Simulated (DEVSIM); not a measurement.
System: Schottky contact on n-type Si, at 300 K.

```tsv
layer (left to right)	material	thickness (μm)	Nd (cm⁻³)	τn (s)	τp (s)
1	Si	8.30	4e16	2.6e-6	2.6e-6
2	Si	13.0	1.6e18	2.6e-6	2.6e-6
```

Left contact: Schottky, work function 4.91 eV, emission velocity 2.7e6 cm/s. Right contact: ohmic. Voltage is applied to the left contact. Recombination: SRH at mid-gap, radiative. Mobility is μmin + (μ − μmin)/(1 + (N/Nref)^α).

The device is made up for the run: typed textbook-type constants, with dimensions and the other settings drawn at random. Values at 300 K.

| parameter | Si |
|---|---|
| gap (eV) | 1.124 |
| affinity (eV) | 4.05 |
| permittivity | 11.7 |
| Nc (cm⁻³) | 2.86e19 |
| Nv (cm⁻³) | 3.1e19 |
| μn (cm²/Vs) | 1417 |
| μp (cm²/Vs) | 470 |
| μn,min | 52 |
| μp,min | 45 |
| Nref,n | 9.7e16 |
| Nref,p | 2.2e17 |
| αn | 0.68 |
| αp | 0.72 |
| B (cm³/s) | 4.7e-15 |

DEVSIM, 1D drift-diffusion, Boltzmann statistics, complete ionisation; no tunnelling, impact ionisation, image-force lowering or self-heating. Metal contacts follow the ideal Schottky-Mott rule: no Fermi-level pinning, no interface dipoles.

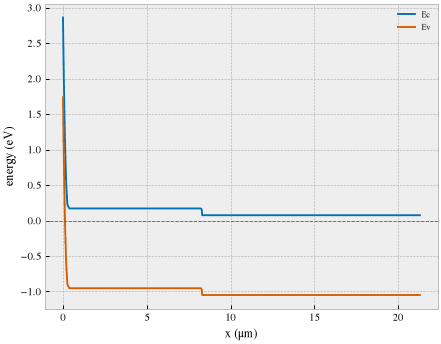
Fig. 1. Band edges at -2.0 V on the left contact

Energies count from the Fermi level of the right contact; mesh points crowd at the junctions.

```csv
x (μm),Ec (eV),Ev (eV),n (cm⁻³),p (cm⁻³),field (V/cm)
0.000,2.860,1.736,1600,1.1e15,-180000
0.03726,2.226,1.102,1900,26000,-160000
0.1320,1.002,-0.122,3700,320,-100000
0.3730,0.170,-0.954,3.9e16,< 1e2,-190
1.373,0.170,-0.954,4.0e16,< 1e2,≈ 0
3.529,0.170,-0.954,4.0e16,< 1e2,≈ 0
6.394,0.170,-0.954,4.0e16,< 1e2,≈ 0
7.775,0.170,-0.954,4.0e16,< 1e2,≈ 0
8.108,0.170,-0.954,4.0e16,< 1e2,≈ 0
8.239,0.167,-0.957,4.4e16,< 1e2,-1200
8.291,0.132,-0.992,1.7e17,< 1e2,-24000
8.337,0.075,-1.050,1.6e18,< 1e2,≈ 0
8.432,0.075,-1.050,1.6e18,< 1e2,≈ 0
8.675,0.075,-1.050,1.6e18,< 1e2,≈ 0
9.626,0.075,-1.050,1.6e18,< 1e2,≈ 0
11.72,0.075,-1.050,1.6e18,< 1e2,≈ 0
16.42,0.075,-1.050,1.6e18,< 1e2,≈ 0
19.40,0.075,-1.050,1.6e18,< 1e2,≈ 0
20.78,0.075,-1.050,1.6e18,< 1e2,≈ 0
21.11,0.075,-1.050,1.6e18,< 1e2,≈ 0
21.24,0.075,-1.050,1.6e18,< 1e2,≈ 0
21.30,0.075,-1.050,1.6e18,< 1e2,≈ 0
```
